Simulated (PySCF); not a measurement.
## NMR shielding calculation, with input and output: C₅H₁₀O₂Si

- system: C₅H₁₀O₂Si
- method: GIAO PBE0/pcSseg-1 NMR shielding, non-relativistic, IEF-PCM tetrahydrofuran (PySCF 2.14.0)

The geometry comes from this level: GFN2-xTB. Figures and captions count atoms from 1; the log counts them from 0 in places.

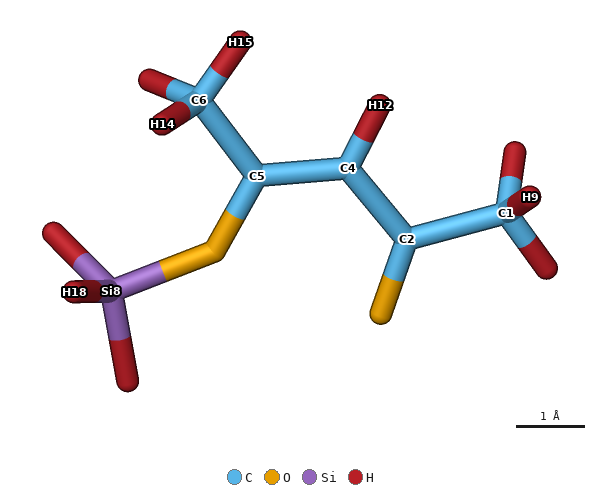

Fig. 1: The structure (stick view, seen at an oblique angle; atoms are numbered from 1 in the order of the input). Bond lengths as drawn: C–C 1.35 to 1.52 Å, C–H 1.08 to 1.09 Å, C–O 1.21 to 1.32 Å, H–Si 1.45 to 1.47 Å and O–Si 1.63 Å.

## The input
```
{"job": {"kind": "nmr", "xc": "PBE0", "basis": "pcSseg-1", "solvent": "tetrahydrofuran", "scf": {"conv": 1e-07}, "pop": false}, "charge": 0, "multiplicity": 1}
C      3.230334     0.006113    -0.202140
C      1.811187    -0.476806     0.024085
O      1.567954    -1.615347     0.361516
C      0.800489     0.554572    -0.204388
C     -0.528583     0.363912    -0.070862
C     -1.522404     1.456086    -0.322294
O     -1.012103    -0.814161     0.290084
Si    -2.457881    -1.499421     0.578340
H      3.450086     0.828751     0.475089
H      3.930451    -0.805801    -0.026304
H      3.338504     0.365698    -1.223204
H      1.153909     1.529510    -0.500207
H     -2.196696     1.153493    -1.122570
H     -2.121220     1.614803     0.573590
H     -1.029324     2.382970    -0.596883
H     -2.046564    -2.843693     0.928880
H     -3.294770    -1.421482    -0.623749
H     -3.142806    -0.782198     1.659056
```

The first line tells a small driver script what to run in PySCF; the rest is the geometry in Å.

Launched with:
```bash
OMP_NUM_THREADS=1 python <driver script> task.json out
```

## Output
```
final grid: 144104 points
cycle   1  E = -635.7513161623  dE =  1.142e+00  |g| = 9.803e-01  |ddm| = 3.802e+00
cycle   2  E = -635.3925756486  dE =  3.587e-01  |g| = 1.685e+00  |ddm| = 2.842e+00
cycle   3  E = -635.9233814813  dE = -5.308e-01  |g| = 2.186e-01  |ddm| = 2.182e+00
cycle   4  E = -635.9328995885  dE = -9.518e-03  |g| = 7.098e-02  |ddm| = 2.230e-01
cycle   5  E = -635.9337373447  dE = -8.378e-04  |g| = 2.585e-02  |ddm| = 6.540e-02
cycle   6  E = -635.9338717828  dE = -1.344e-04  |g| = 4.102e-03  |ddm| = 2.028e-02
cycle   7  E = -635.9338746802  dE = -2.897e-06  |g| = 1.374e-03  |ddm| = 3.667e-03
cycle   8  E = -635.9338750474  dE = -3.672e-07  |g| = 6.069e-04  |ddm| = 1.734e-03
cycle   9  E = -635.9338751196  dE = -7.214e-08  |g| = 1.933e-04  |ddm| = 9.008e-04
converged SCF energy = -635.9338751196

GIAO shielding tensors (ppm)
atom      isotropic    diamagn.    paramagn.     s11        s22        s33       span
  0 C      152.480     252.826    -100.346    127.690    137.893    191.856     64.166
  1 C      -12.789     244.841    -257.630    -92.846    -47.898    102.377    195.222
  2 O     -249.279     407.343    -656.622   -779.447   -328.915    360.525   1139.972
  3 C       75.684     264.555    -188.871    -25.685    119.682    133.057    158.742
  4 C       14.964     252.008    -237.044    -80.784     20.814    104.862    185.645
  5 C      163.852     251.938     -88.086    145.694    155.282    190.580     44.885
  6 O      197.858     403.443    -205.586     45.676    192.434    355.463    309.787
  7 Si     392.753     880.993    -488.240    353.502    368.207    456.550    103.048
  8 H       29.269      29.311      -0.042     26.157     29.002     32.647      6.490
  9 H       30.092      28.137       1.955     26.820     28.507     34.949      8.129
 10 H       29.273      29.353      -0.080     26.137     29.057     32.625      6.488
 11 H       25.803      36.606     -10.804     22.079     23.626     31.703      9.624
 12 H       29.440      30.131      -0.691     25.722     28.207     34.391      8.669
 13 H       29.472      30.164      -0.692     25.672     28.359     34.384      8.712
 14 H       29.700      30.636      -0.936     25.279     28.856     34.963      9.685
 15 H       26.710      29.948      -3.238     22.740     25.786     31.605      8.865
 16 H       26.527      29.486      -2.958     23.315     25.170     31.096      7.781
 17 H       26.526      29.505      -2.979     23.325     25.160     31.093      7.768
```

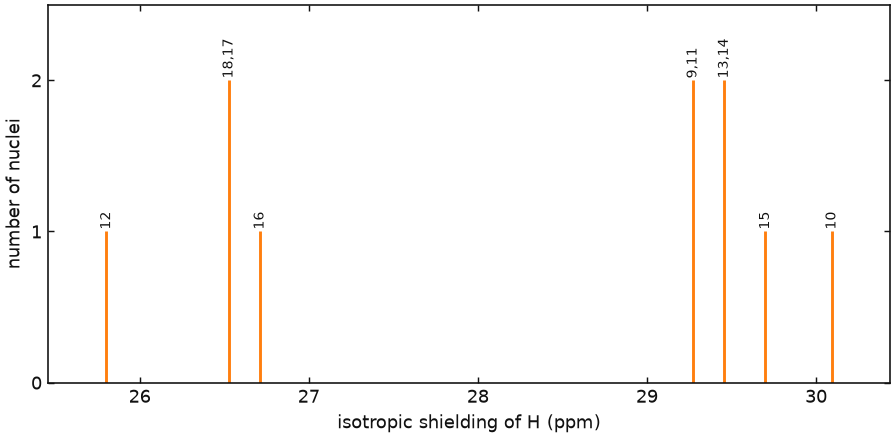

Fig. 2: Isotropic shieldings of the hydrogen nuclei in this fixed geometry, labelled by atom number; shielding grows to the right, so chemical shift grows to the left. The least shielded is H12 (25.8 ppm), the most shielded H10 (30.1 ppm).

## Results in brief

```tsv
quantity	value
outcome	converged
total energy	−635.933875 hartree
HOMO	−6.89 eV
LUMO	−1.03 eV
dipole moment	5.05 D
isotropic shielding, C	−12.8 to 163.9 ppm
isotropic shielding, O	−249.3 to 197.9 ppm
isotropic shielding, Si	392.8 ppm
isotropic shielding, H	25.8 to 30.1 ppm
hardware	1 CPU thread, shared host
wall time	31 s
peak memory	0.99 GiB
```
